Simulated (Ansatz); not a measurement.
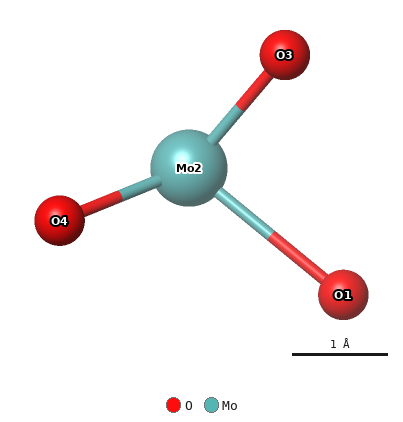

**Figure 1.** The structure as given in the input (ball-and-stick view, seen at a tilt; atoms are numbered from 1 in the order of the input). Sticks mark near contacts.

# What a change does: single-point calculation on MoO3

System: MoO3, SMILES [O]=[Mo](=[O])=[O].
Method of run 1: RHF-CCSD(T), frozen core/def2-TZVPP (Ansatz 0.2.0).

The geometry: rigid move from PBE0-D4/def2-TZVP. Text and figures count atoms from 1; the logs count them from 0 in places.

**The input, run 1**
```yaml
crystal:
  periodic: [false, false, false]
  atoms:
    - {symbol: O, position_ang: [-0.967994, -0.149820, 1.262545]}
    - {symbol: Mo, position_ang: [0.072202, -0.383839, -0.570995]}
    - {symbol: O, position_ang: [1.462731, -0.591303, 0.370671]}
    - {symbol: O, position_ang: [-0.134921, 0.986309, -1.542151]}
basis:
  gaussian: {orbitals: def2-TZVPP}
correlation: {method: ccsd_t}
```

Hardware: 4 CPU threads, shared host.

**Output, shortened to warnings, some set-up lines, iterations and results (run 1)**
```
[...]
mean field evaluation 1: about -7921.3351 eV, gradient 1.1e2 eV
mean field evaluation 2: about -7921.5738 eV, gradient 1.1e2 eV
mean field evaluation 4: about -7940.9770 eV, gradient 4.9e1 eV
mean field evaluation 8: about -7946.4631 eV, gradient 1.8e0 eV
mean field evaluation 16: about -7946.7669 eV, gradient 1.8e0 eV
[... 50 lines ...]
cycle  18  -34.57664752 eV  change    7.3e-6 eV  update   6.0e-5
cycle  19  -34.57667192 eV  change   -2.4e-5 eV  update   4.9e-5
cycle  20  -34.57667193 eV  change   -1.6e-8 eV  update   4.0e-5
cycle  21  -34.57672137 eV  change   -4.9e-5 eV  update   2.8e-5
cycle  22  -34.57672943 eV  change   -8.1e-6 eV  update   2.1e-5
perturbative correction -2.88555358 eV, -0.1060421381 hartree
Total energy: -7984.28480516 eV, -293.4170546472 hartree
```

The input of run 2 differs as follows (lines with − go, lines with + come):
```diff
-    - {symbol: O, position_ang: [1.462731, -0.591303, 0.370671]}
+    - {symbol: O, position_ang: [1.623941, -0.628457, 0.057984]}
```

What does this change do to the results?

With the same method and basis, run 2 lies 8.9 kcal/mol lower.

**Output, shortened to warnings, some set-up lines, iterations and results (run 2)**
```
[...]
mean field evaluation 1: about -7923.1740 eV, gradient 1.1e2 eV
mean field evaluation 2: about -7923.4018 eV, gradient 1.1e2 eV
mean field evaluation 4: about -7941.8793 eV, gradient 4.8e1 eV
mean field evaluation 8: about -7947.0728 eV, gradient 1.5e0 eV
mean field evaluation 16: about -7947.2810 eV, gradient 7.4e-1 eV
[... 43 lines ...]
cycle  19  -34.53439560 eV  change   -9.5e-5 eV  update   8.1e-5
cycle  20  -34.53443856 eV  change   -4.3e-5 eV  update   7.2e-5
cycle  21  -34.53432825 eV  change    1.1e-4 eV  update   5.2e-5
cycle  22  -34.53432614 eV  change    2.1e-6 eV  update   4.2e-5
cycle  23  -34.53433350 eV  change   -7.4e-6 eV  update   3.4e-5
perturbative correction -2.81461298 eV, -0.1034351193 hartree
Total energy: -7984.66909769 eV, -293.4311771370 hartree
```

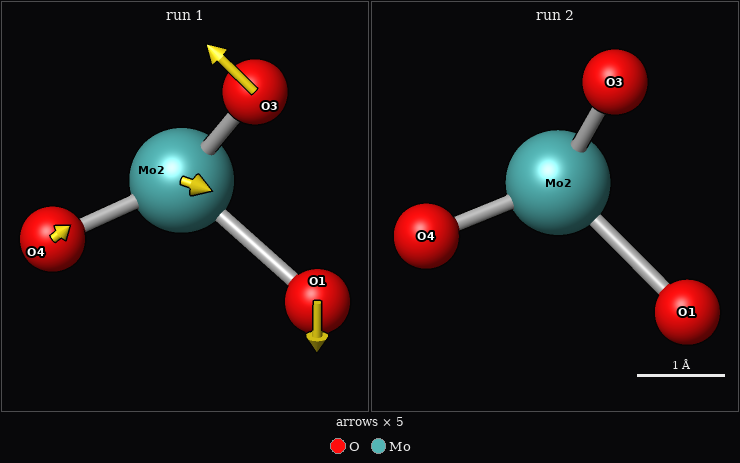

**Figure 2.** The two input geometries at one scale (ball-and-stick view, seen at a tilt). The yellow arrows on the first give the shifts of the atoms after the best rigid fit, magnified 5 times. The atom that moves furthest after the best rigid fit is O3 (0.16 Å). By element the largest moves are O 0.16 Å, Mo 0.08 Å.

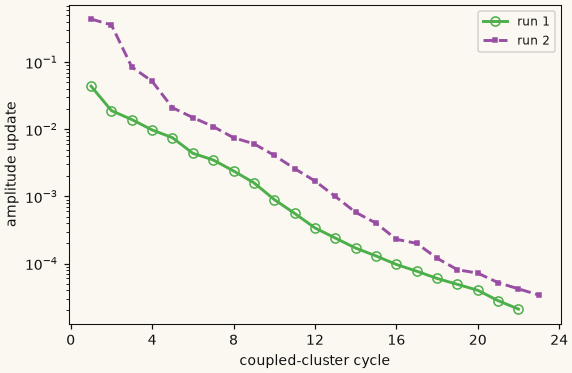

**Figure 3.** Convergence of the two runs: amplitude update against the coupled-cluster cycle. Run 1 takes 22 cycles in all, and run 2 takes 23.

**The two runs side by side**

| quantity | run 1 | run 2 |
| --- | --- | --- |
| outcome | converged | converged |
| total energy (hartree) | −293.417055 | −293.431177 |
| basis functions | 149 | 149 |
| wall time (shared host) | 87 s | 53 s |
